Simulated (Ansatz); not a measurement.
Electronic density of states of amorphous Al28O43Li2, density 3.13 g/cm³, on a 2×2×2 Γ-centred mesh with a Gaussian width of 0.1 eV; energies count from the Fermi level, whose place inside the gap is arbitrary. Cell and mesh are small, so fine structure isn't converged. These are PBE, scalar-relativistic without spin-orbit coupling (plane waves to 420 eV, PAW; Ansatz, a quantum-chemistry and plane-wave program) values and carry that method's errors. Sampling: a 2×2×2 Γ-centred mesh; Fermi-Dirac width 0.02 eV; no spin polarisation. At PBE the levels at the filled edge of the gap are localised (band-tail or defect states).

A CHGNet melt-quench gave the starting glass, which DFT then relaxed. O atoms were pushed apart under 1.9 Å during the dynamics, to hinder bonds among them. The hot cell started wider than the set density and was brought back towards it in steps. It is the lowest in DFT energy of 2 quenches. It is a model cell: composition and starting density were chosen by hand, and all elements were melted together. No dispersion term was used. Its density started from a set value of 3.07 and ended at 3.13 g/cm³. The quench (nominally 340 K/ps over its main leg) was far faster than any real one, so the model tends to hold more defects than a real film. One small periodic cell is one sample of the glass; other quenches scatter about these values. Volume and shape were free in the relaxation.

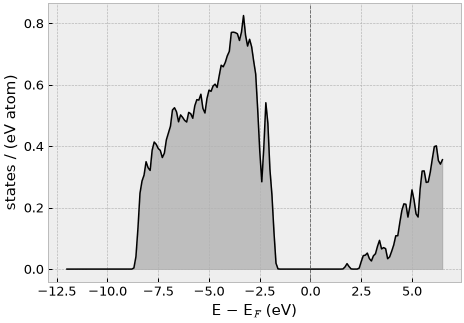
Fig. 1. Density of states per atom

The level gap on this mesh is 3.62 eV; the broadening fills part of it in the curve.
